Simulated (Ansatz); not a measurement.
**C3H7In: two geometries relaxed**

Aim: relax the geometries before and after the shift of H9 from C3 to C2, and see whether they are two minima and how far apart in energy. SMILES of the start: C=[C](C)[InH2].

Method: UKS BHLYP-D4/def2-SVP, in Ansatz 0.2.0.

## (1) The system as given

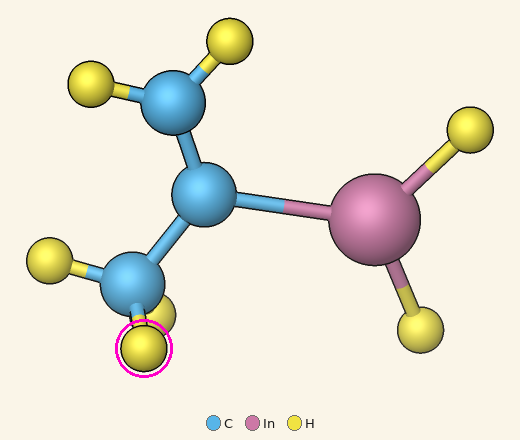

Start, viewed from a chosen angle; carbon blue, indium pink, hydrogen yellow. Ringed: H9.

As a file:

```xyz
11

C     0.1614    1.5287    0.4753
C    -0.0134    0.2482    0.2000
C    -0.6103   -0.7556    1.1308
In    0.5886   -0.4978   -1.7954
H     0.6089    2.2000   -0.2506
H    -0.1209    1.9711    1.4240
H    -1.3643   -1.3492    0.6042
H    -1.0686   -0.2836    2.0011
H     0.1676   -1.4451    1.4712
H     1.5026    0.4912   -2.9162
H     0.1486   -2.1080   -2.3445
```

## (2) Relaxing end A

Contents of input.yaml:

```yaml
crystal:
  periodic: [false, false, false]
  atoms:
    - { symbol: C, position_ang: [0.16141, 1.52867, 0.47535] }
    - { symbol: C, position_ang: [-0.01341, 0.24823, 0.19998] }
    - { symbol: C, position_ang: [-0.61035, -0.75556, 1.1308] }
    - { symbol: In, position_ang: [0.58855, -0.49779, -1.79536] }
    - { symbol: H, position_ang: [0.60889, 2.20002, -0.25059] }
    - { symbol: H, position_ang: [-0.12091, 1.97115, 1.42404] }
    - { symbol: H, position_ang: [-1.36431, -1.34922, 0.60419] }
    - { symbol: H, position_ang: [-1.06861, -0.28363, 2.00109] }
    - { symbol: H, position_ang: [0.16756, -1.44508, 1.47119] }
    - { symbol: H, position_ang: [1.5026, 0.49116, -2.91619] }
    - { symbol: H, position_ang: [0.14858, -2.10795, -2.3445] }
magnetization:
  spin_polarized: true
basis:
  gaussian: { orbitals: def2-SVP }
hamiltonian:
  xc: { name: BHLYP }
  dispersion: d4
relax:
  f_tol: 0.02
  max_steps: 50
```

Started as:

```bash
$ ansatz run input.yaml --threads 2 --pin off --max-ram 3072MiB --backend cpu --events-out ev --progress --plain --runs-dir out
```

Standard output:

```text
Warning: RAYON_NUM_THREADS=2 ignored (pool sized by the plan → 2); use --threads N
The last accepted step is kept in <dir> (removed where the run ends without a failure and the disk answers)
Engine: ansatz 0.2.0, x86_64-unknown-linux-gnu
Functional definition: BHLYP
  parameter a = 0.5
  exchange = (1 - a)*b88_x + a*exact_x
  correlation = lyp_c
1247 factors; integrals over basis functions are off by at most 3.2e-4 eV
mean field evaluation 1: about -8385.6281 eV, gradient 3.0e1 eV
mean field evaluation 2: about -8385.7797 eV, gradient 2.9e1 eV
mean field evaluation 4: about -8390.4663 eV, gradient 1.8e0 eV
mean field evaluation 8: about -8390.5374 eV, gradient 1.2e-1 eV
mean field evaluation 16: about -8390.5375 eV, gradient 9.0e-6 eV
mean field -8390.53751652 eV, -308.3465664215 hartree, gradient 8.9e-6 eV, S^2 0.000000; 0 other end points of the search recorded, 0 dependent functions left out
the calculation of the forces begins
reference -8390.53770770 eV, -308.3465734473 hartree; 23, 23 occupied and 80, 80 virtual orbitals, 1247 factors
relax step   1: F+E_penalty+E_count = -8390.81602381 eV  Δ(F+E_penalty+E_count) = +0.000e0 eV  max|allowed force component| = 9.701e-1 eV/Å  Δτ_max = 0.0000 Å  (32 SCF iters, accepted)
these checks for a lower state are left out or cut short: starts, cluster_reference, orbital_swaps, neighbouring_geometries, increment
1247 factors; integrals over basis functions are off by at most 3.4e-4 eV
mean field -8390.58059441 eV, -308.3481495047 hartree, gradient 7.7e-6 eV, S^2 0.000000; 0 other end points of the search recorded, 0 dependent functions left out
the calculation of the forces begins
reference -8390.58078372 eV, -308.3481564616 hartree; 23, 23 occupied and 80, 80 virtual orbitals, 1247 factors
relax step   2: F+E_penalty+E_count = -8390.86227253 eV  Δ(F+E_penalty+E_count) = -4.625e-2 eV  max|allowed force component| = 2.330e-1 eV/Å  Δτ_max = 0.1654 Å  (35 SCF iters, accepted)
these checks for a lower state are left out or cut short: starts, cluster_reference, orbital_swaps, neighbouring_geometries, increment
1247 factors; integrals over basis functions are off by at most 3.4e-4 eV
mean field -8390.59244223 eV, -308.3485849042 hartree, gradient 1.3e-5 eV, S^2 0.000000; 0 other end points of the search recorded, 0 dependent functions left out
the calculation of the forces begins
reference -8390.59263191 eV, -308.3485918749 hartree; 23, 23 occupied and 80, 80 virtual orbitals, 1247 factors
relax step   3: F+E_penalty+E_count = -8390.87300775 eV  Δ(F+E_penalty+E_count) = -1.074e-2 eV  max|allowed force component| = 2.680e-1 eV/Å  Δτ_max = 0.0776 Å  (35 SCF iters, accepted)
these checks for a lower state are left out or cut short: starts, cluster_reference, orbital_swaps, neighbouring_geometries, increment
1247 factors; integrals over basis functions are off by at most 3.4e-4 eV
mean field evaluation 32: about -8390.5364 eV, gradient 1.3e0 eV
mean field -8390.60154751 eV, -308.3489195170 hartree, gradient 2.6e-5 eV, S^2 0.000000; 0 other end points of the search recorded, 0 dependent functions left out
the calculation of the forces begins
reference -8390.60173751 eV, -308.3489264995 hartree; 23, 23 occupied and 80, 80 virtual orbitals, 1247 factors
relax step   4: F+E_penalty+E_count = -8390.88140832 eV  Δ(F+E_penalty+E_count) = -8.401e-3 eV  max|allowed force component| = 1.670e-1 eV/Å  Δτ_max = 0.0398 Å  (34 SCF iters, accepted)
these checks for a lower state are left out or cut short: starts, cluster_reference, orbital_swaps, neighbouring_geometries, increment
1247 factors; integrals over basis functions are off by at most 3.4e-4 eV
mean field -8390.60392660 eV, -308.3490069469 hartree, gradient 2.5e-5 eV, S^2 0.000000; 0 other end points of the search recorded, 0 dependent functions left out
the calculation of the forces begins
reference -8390.60411649 eV, -308.3490139251 hartree; 23, 23 occupied and 80, 80 virtual orbitals, 1247 factors
relax step   5: F+E_penalty+E_count = -8390.88380439 eV  Δ(F+E_penalty+E_count) = -2.396e-3 eV  max|allowed force component| = 1.041e-1 eV/Å  Δτ_max = 0.0286 Å  (34 SCF iters, accepted)
these checks for a lower state are left out or cut short: starts, cluster_reference, orbital_swaps, neighbouring_geometries, increment
1247 factors; integrals over basis functions are off by at most 3.4e-4 eV
mean field -8390.60569826 eV, -308.3490720541 hartree, gradient 1.3e-5 eV, S^2 0.000000; 0 other end points of the search recorded, 0 dependent functions left out
the calculation of the forces begins
reference -8390.60588814 eV, -308.3490790322 hartree; 23, 23 occupied and 80, 80 virtual orbitals, 1247 factors
relax step   6: F+E_penalty+E_count = -8390.88551219 eV  Δ(F+E_penalty+E_count) = -1.708e-3 eV  max|allowed force component| = 6.347e-2 eV/Å  Δτ_max = 0.0346 Å  (29 SCF iters, accepted)
these checks for a lower state are left out or cut short: starts, cluster_reference, orbital_swaps, neighbouring_geometries, increment
1247 factors; integrals over basis functions are off by at most 3.5e-4 eV
mean field -8390.60702395 eV, -308.3491207726 hartree, gradient 2.6e-5 eV, S^2 0.000000; 0 other end points of the search recorded, 0 dependent functions left out
the calculation of the forces begins
reference -8390.60721376 eV, -308.3491277477 hartree; 23, 23 occupied and 80, 80 virtual orbitals, 1247 factors
relax step   7: F+E_penalty+E_count = -8390.88675989 eV  Δ(F+E_penalty+E_count) = -1.248e-3 eV  max|allowed force component| = 3.161e-2 eV/Å  Δτ_max = 0.0485 Å  (33 SCF iters, accepted)
these checks for a lower state are left out or cut short: starts, cluster_reference, orbital_swaps, neighbouring_geometries, increment
1247 factors; integrals over basis functions are off by at most 3.5e-4 eV
mean field evaluation 64: about -8390.6042 eV, gradient 2.6e-5 eV
mean field -8390.60420613 eV, -308.3490172196 hartree, gradient 2.6e-5 eV, S^2 0.000000; 0 other end points of the search recorded, 0 dependent functions left out
the calculation of the forces begins
reference -8390.60439611 eV, -308.3490242012 hartree; 23, 23 occupied and 80, 80 virtual orbitals, 1247 factors
relax step   8: F+E_penalty+E_count = -8390.88420659 eV  Δ(F+E_penalty+E_count) = +2.553e-3 eV  max|allowed force component| = 1.352e-1 eV/Å  Δτ_max = 0.0294 Å  (34 SCF iters, rejected (line search))
these checks for a lower state are left out or cut short: starts, cluster_reference, orbital_swaps, neighbouring_geometries, increment
1247 factors; integrals over basis functions are off by at most 3.5e-4 eV
mean field -8390.60752667 eV, -308.3491392472 hartree, gradient 2.4e-5 eV, S^2 0.000000; 0 other end points of the search recorded, 0 dependent functions left out
the calculation of the forces begins
reference -8390.60771652 eV, -308.3491462239 hartree; 23, 23 occupied and 80, 80 virtual orbitals, 1247 factors
relax step   9: F+E_penalty+E_count = -8390.88729965 eV  Δ(F+E_penalty+E_count) = -5.398e-4 eV  max|allowed force component| = 1.481e-2 eV/Å  Δτ_max = 0.0144 Å  (27 SCF iters, accepted)
these checks for a lower state are left out or cut short: starts, cluster_reference, orbital_swaps, neighbouring_geometries, increment
1247 factors; integrals over basis functions are off by at most 3.4e-4 eV
mean field -8390.60841747 eV, -308.3491719834 hartree, gradient 1.2e-5 eV, S^2 0.000000; 0 other end points of the search recorded, 0 dependent functions left out
the calculation of the forces begins
reference -8390.60860730 eV, -308.3491789596 hartree; 23, 23 occupied and 80, 80 virtual orbitals, 1247 factors
relax step  10: F+E_penalty+E_count = -8390.88823952 eV  Δ(F+E_penalty+E_count) = -9.399e-4 eV  max|allowed force component| = 3.290e-2 eV/Å  Δτ_max = 0.0729 Å  (35 SCF iters, accepted)
these checks for a lower state are left out or cut short: starts, cluster_reference, orbital_swaps, neighbouring_geometries, increment
1247 factors; integrals over basis functions are off by at most 3.4e-4 eV
mean field -8390.60775178 eV, -308.3491475198 hartree, gradient 2.6e-5 eV, S^2 0.000000; 0 other end points of the search recorded, 0 dependent functions left out
the calculation of the forces begins
reference -8390.60794167 eV, -308.3491544980 hartree; 23, 23 occupied and 80, 80 virtual orbitals, 1247 factors
relax step  11: F+E_penalty+E_count = -8390.88753343 eV  Δ(F+E_penalty+E_count) = +7.061e-4 eV  max|allowed force component| = 6.114e-2 eV/Å  Δτ_max = 0.0693 Å  (35 SCF iters, rejected (line search))
these checks for a lower state are left out or cut short: starts, cluster_reference, orbital_swaps, neighbouring_geometries, increment
1247 factors; integrals over basis functions are off by at most 3.4e-4 eV
mean field -8390.60873303 eV, -308.3491835801 hartree, gradient 1.5e-5 eV, S^2 0.000000; 0 other end points of the search recorded, 0 dependent functions left out
the calculation of the forces begins
reference -8390.60892290 eV, -308.3491905575 hartree; 23, 23 occupied and 80, 80 virtual orbitals, 1247 factors
relax step  12: F+E_penalty+E_count = -8390.88856042 eV  Δ(F+E_penalty+E_count) = -3.209e-4 eV  max|allowed force component| = 1.439e-2 eV/Å  Δτ_max = 0.0335 Å  (29 SCF iters, accepted)
these checks for a lower state are left out or cut short: starts, cluster_reference, orbital_swaps, neighbouring_geometries, increment
1247 factors; integrals over basis functions are off by at most 3.4e-4 eV
mean field evaluation 96: about -8390.6087 eV, gradient 1.0e-5 eV
mean field -8390.60869589 eV, -308.3491822150 hartree, gradient 1.1e-5 eV, S^2 0.000000; 0 other end points of the search recorded, 0 dependent functions left out
the calculation of the forces begins
reference -8390.60888571 eV, -308.3491891910 hartree; 23, 23 occupied and 80, 80 virtual orbitals, 1247 factors
relax step  13: F+E_penalty+E_count = -8390.88857106 eV  Δ(F+E_penalty+E_count) = -1.064e-5 eV  max|allowed force component| = 1.770e-2 eV/Å  Δτ_max = 0.0332 Å  (29 SCF iters, accepted)
1247 factors; integrals over basis functions are off by at most 3.4e-4 eV
mean field -8390.60869589 eV, -308.3491822150 hartree, gradient 1.1e-5 eV, S^2 0.000000; 1 other end points of the search recorded, 0 dependent functions left out
the calculation of the forces begins
reference -8390.60888571 eV, -308.3491891910 hartree; 23, 23 occupied and 80, 80 virtual orbitals, 1247 factors
Total energy: -8390.88876089 eV, -308.3594744140 hartree
Atom 0 at     0.186540     1.477628     0.419233 Å, force     0.008135     0.000364     0.004438 eV/Å
Atom 1 at    -0.010085     0.189001     0.136905 Å, force    -0.001874    -0.000852     0.007996 eV/Å
Atom 2 at    -0.643004    -0.741175     1.130748 Å, force     0.007126    -0.012531     0.005576 eV/Å
Atom 3 at     0.621849    -0.505335    -1.809679 Å, force    -0.017704     0.009182    -0.007790 eV/Å
Atom 4 at     0.641008     2.169523    -0.285405 Å, force     0.001508     0.001440     0.005226 eV/Å
Atom 5 at    -0.101105     1.903374     1.383218 Å, force    -0.005061    -0.002893    -0.014990 eV/Å
Atom 6 at    -1.556880    -1.191924     0.729102 Å, force    -0.002207     0.005202     0.001247 eV/Å
Atom 7 at    -0.901698    -0.228027     2.063800 Å, force    -0.002044    -0.000898    -0.001091 eV/Å
Atom 8 at     0.023193    -1.574783     1.378562 Å, force     0.000067     0.008329    -0.002287 eV/Å
Atom 9 at     1.326446     0.662675    -2.874845 Å, force     0.003589    -0.009724     0.004029 eV/Å
Atom 10 at     0.413736    -2.160958    -2.271639 Å, force     0.008464     0.002382    -0.002354 eV/Å
Dipole moment:    -0.044082    -0.017843     0.106776 e Å
```

It took 54 s on 2 threads of Intel Xeon at 2.80GHz (Skylake/Cascade Lake), shared host; peak memory 0.34 GiB.

Step by step:

```
step  energy from step 1 (eV)  largest force component (eV/Å)
   1                   0.0000                          0.9701
   2                  -0.0462                          0.2330
   3                  -0.0570                          0.2680
   4                  -0.0654                          0.1670
   5                  -0.0678                          0.1041
   6                  -0.0695                          0.0635
   7                  -0.0707                          0.0316
  8x                  -0.0682                          0.1352
   9                  -0.0713                          0.0148
  10                  -0.0722                          0.0329
 11x                  -0.0715                          0.0611
  12                  -0.0725                          0.0144
  13                  -0.0725                          0.0177
```

Step 1 is the start. 2 steps were tried and not accepted (marked x).

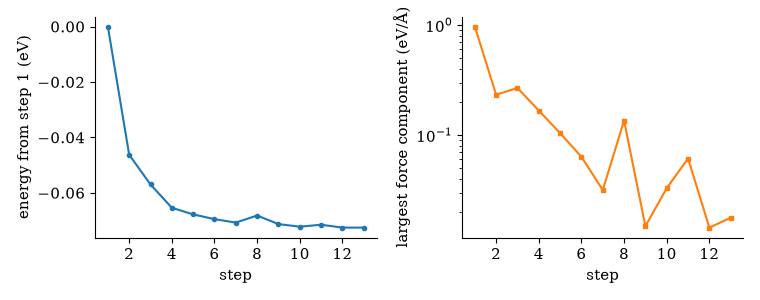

Energy and largest force along the relaxation.

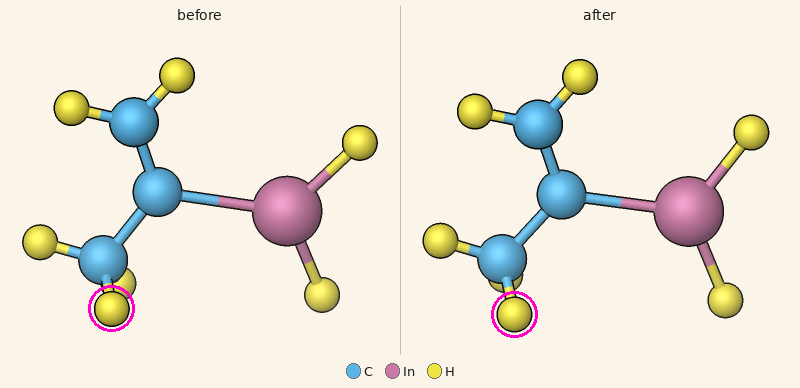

The structure before (left) and after (right), drawn at the same scale.

After: Bond lengths: C1–C2 1.334 Å, C2–C3 1.501 Å, C2–In4 2.161 Å, C1–H5 1.087 Å, C1–H6 1.092 Å, C3–H7 1.095 Å, C3–H8 1.096 Å, C3–H9 1.096 Å, In4–H10 1.731 Å, In4–H11 1.731 Å. Angles (14 of 15 angles, heavy atoms first): C1–C2–C3 121.4°, C1–C2–In4 117.3°, C3–C2–In4 121.4°, C2–C1–H5 122.6°, C2–C1–H6 121.6°, C2–C3–H7 111.3°, C2–C3–H8 111.9°, C2–C3–H9 111.4°, C2–In4–H10 117.2°, C2–In4–H11 120.8°, H5–C1–H6 115.7°, H7–C3–H8 107.9°, H7–C3–H9 106.1°, H8–C3–H9 107.9°.

## (3) End point B

The second end starts from a geometry with the move made by hand.

Edit input.yaml of step 2 so:

```diff
@@ -11,3 +11,3 @@
     - { symbol: H, position_ang: [-1.06861, -0.28363, 2.00109] }
-    - { symbol: H, position_ang: [0.16756, -1.44508, 1.47119] }
+    - { symbol: H, position_ang: [-0.02613, 0.3409, 1.28596] }
     - { symbol: H, position_ang: [1.5026, 0.49116, -2.91619] }
```

Started as:

```bash
$ ansatz run input.yaml --threads 2 --pin off --max-ram 3072MiB --backend cpu --events-out ev --progress --plain --runs-dir out
```

Standard output (excerpt; [...] marks lines left out):

```text
Warning: RAYON_NUM_THREADS=2 ignored (pool sized by the plan → 2); use --threads N
[...]
Functional definition: BHLYP
[...]
1249 factors; integrals over basis functions are off by at most 3.8e-4 eV
[...]
mean field -8384.60719090 eV, -308.1286309747 hartree, gradient 1.2e-5 eV, S^2 0.000000; 1 other end points of the search recorded, 0 dependent functions left out
[...]
reference -8384.60737838 eV, -308.1286378644 hartree; 23, 23 occupied and 80, 80 virtual orbitals, 1249 factors
relax step   1: F+E_penalty+E_count = -8384.87365404 eV  Δ(F+E_penalty+E_count) = +0.000e0 eV  max|allowed force component| = 3.679e0 eV/Å  Δτ_max = 0.0000 Å  (44 SCF iters, accepted)
[...]
relax step   4: F+E_penalty+E_count = -8386.76109581 eV  Δ(F+E_penalty+E_count) = -6.818e-1 eV  max|allowed force component| = 3.501e0 eV/Å  Δτ_max = 0.1950 Å  (38 SCF iters, accepted)
[...]
relax step   7: F+E_penalty+E_count = -8389.69346171 eV  Δ(F+E_penalty+E_count) = -1.014e0 eV  max|allowed force component| = 2.183e0 eV/Å  Δτ_max = 0.1946 Å  (37 SCF iters, accepted)
[...]
relax step  10: F+E_penalty+E_count = -8390.74714453 eV  Δ(F+E_penalty+E_count) = -1.599e-1 eV  max|allowed force component| = 2.956e-1 eV/Å  Δτ_max = 0.2000 Å  (34 SCF iters, accepted)
[...]
relax step  12: F+E_penalty+E_count = -8390.82584737 eV  Δ(F+E_penalty+E_count) = -3.670e-2 eV  max|allowed force component| = 2.706e-1 eV/Å  Δτ_max = 0.0850 Å  (34 SCF iters, accepted)
[...]
relax step  13: F+E_penalty+E_count = -8390.85315771 eV  Δ(F+E_penalty+E_count) = -2.731e-2 eV  max|allowed force component| = 3.743e-1 eV/Å  Δτ_max = 0.2000 Å  (35 SCF iters, accepted)
[...]
1248 factors; integrals over basis functions are off by at most 8.3e-4 eV
mean field -8390.57891617 eV, -308.3480878304 hartree, gradient 2.1e-5 eV, S^2 0.000000; 0 other end points of the search recorded, 0 dependent functions left out
[...]
reference -8390.57910516 eV, -308.3480947760 hartree; 23, 23 occupied and 80, 80 virtual orbitals, 1248 factors
```

## (4) The log goes on: end point B relaxed

Output, continued (excerpt; [...] marks lines left out):

```text
relax step  14: F+E_penalty+E_count = -8390.85871201 eV  Δ(F+E_penalty+E_count) = -5.554e-3 eV  max|allowed force component| = 3.710e-1 eV/Å  Δτ_max = 0.1156 Å  (33 SCF iters, accepted)
[...]
relax step  16: F+E_penalty+E_count = -8390.88570472 eV  Δ(F+E_penalty+E_count) = -2.229e-2 eV  max|allowed force component| = 1.125e-1 eV/Å  Δτ_max = 0.0886 Å  (35 SCF iters, accepted)
[...]
relax step  18: F+E_penalty+E_count = -8390.88778901 eV  Δ(F+E_penalty+E_count) = +9.342e-5 eV  max|allowed force component| = 5.236e-2 eV/Å  Δτ_max = 0.0546 Å  (31 SCF iters, rejected (line search))
[...]
relax step  20: F+E_penalty+E_count = -8390.88841681 eV  Δ(F+E_penalty+E_count) = -1.252e-4 eV  max|allowed force component| = 3.788e-2 eV/Å  Δτ_max = 0.0564 Å  (30 SCF iters, accepted)
[...]
Atom 1 at    -0.040032     0.358475     0.108000 Å, force     0.000027    -0.001525     0.012673 eV/Å
Atom 2 at    -0.610671    -0.540877     1.166278 Å, force     0.006113    -0.009700    -0.009689 eV/Å
Atom 3 at     0.635034    -0.423038    -1.790463 Å, force    -0.002479    -0.002662    -0.004591 eV/Å
Atom 4 at     0.481012     2.343830    -0.451101 Å, force    -0.001044     0.000299     0.001716 eV/Å
Atom 5 at    -0.250935     2.146003     1.230772 Å, force     0.001788    -0.003670    -0.000073 eV/Å
Atom 6 at    -1.490132    -1.080904     0.798619 Å, force     0.009345     0.003426     0.007389 eV/Å
Atom 7 at    -0.907472     0.018196     2.060742 Å, force    -0.000471    -0.002173     0.001455 eV/Å
Atom 8 at     0.112452    -1.305694     1.471196 Å, force    -0.015495     0.011434    -0.004138 eV/Å
Atom 9 at     1.282826     0.709074    -2.927247 Å, force     0.001143     0.001784     0.000191 eV/Å
Atom 10 at     0.523977    -2.112863    -2.151967 Å, force     0.001155     0.003314     0.003620 eV/Å
Dipole moment:    -0.046358    -0.012125     0.109927 e Å
```

Wall time 87 s (2 threads of Intel Xeon at 2.80GHz (Skylake/Cascade Lake), shared host); peak memory 0.35 GiB.

Step by step:

```
step  energy from step 1 (eV)  largest force component (eV/Å)
   1                   0.0000                          3.6793
   2                  -0.6343                          1.4606
   3                  -1.2056                          2.5991
   4                  -1.8874                          3.5006
   5                  -2.7690                          3.8930
   6                  -3.8061                          3.5026
   7                  -4.8198                          2.1830
   8                  -5.3794                          1.3984
   9                  -5.7136                          0.6612
  10                  -5.8735                          0.2956
  11                  -5.9155                          0.8884
  12                  -5.9522                          0.2706
  13                  -5.9795                          0.3743
  14                  -5.9851                          0.3710
  15                  -5.9898                          0.8079
  16                  -6.0121                          0.1125
  17                  -6.0142                          0.0280
 18x                  -6.0141                          0.0524
  19                  -6.0146                          0.0185
  20                  -6.0148                          0.0379
  21                  -6.0149                          0.0255
  22                  -6.0150                          0.0155
```

Step 1 is the start. 1 step was tried and not accepted (marked x).

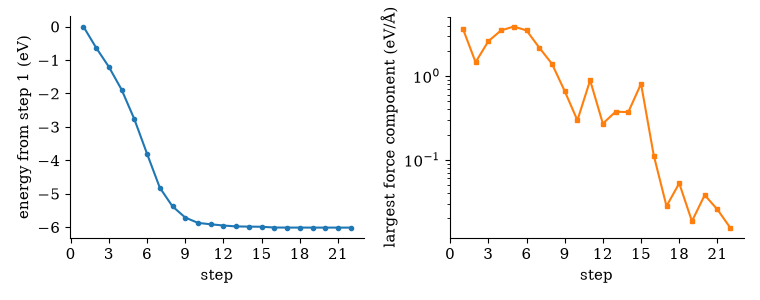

How energy and force went from step to step.

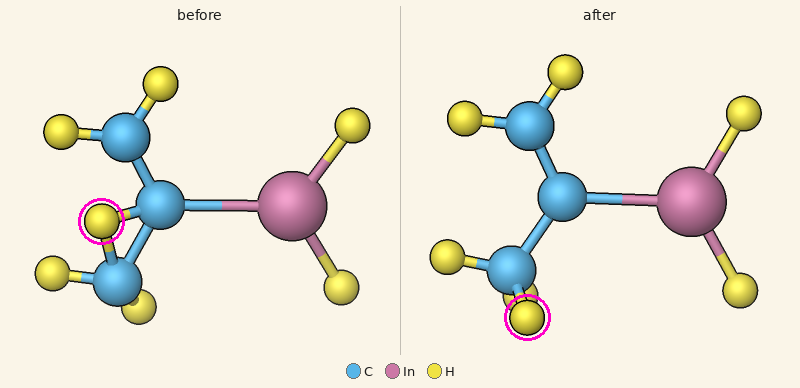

The structure before (left) and after (right), drawn at the same scale.

After: Bond lengths: C1–C2 1.334 Å, C2–C3 1.501 Å, C2–In4 2.161 Å, C1–H5 1.087 Å, C1–H6 1.092 Å, C3–H7 1.096 Å, C3–H8 1.096 Å, C3–H9 1.096 Å, In4–H10 1.730 Å, In4–H11 1.732 Å. Angles (14 of 15 angles, heavy atoms first): C1–C2–C3 121.4°, C1–C2–In4 117.2°, C3–C2–In4 121.4°, C2–C1–H5 122.7°, C2–C1–H6 121.7°, C2–C3–H7 111.3°, C2–C3–H8 111.9°, C2–C3–H9 111.3°, C2–In4–H10 117.2°, C2–In4–H11 121.1°, H5–C1–H6 115.7°, H7–C3–H8 107.9°, H7–C3–H9 106.2°, H8–C3–H9 107.9°.

Pairs that crossed the distance rule for bonds on the way: moved apart C2–H9.

## (5) What came out

```
                           quantity                     value
                              end A  10 moves, 0.073 eV lower
                              end B  20 moves, 6.015 eV lower
largest difference between the ends                    0.02 Å
            end B relative to end A                 -0.000 eV
```

In words: The two relaxations end at one structure, within 0.02 Å: no second minimum was found from this start, which doesn't rule one out.
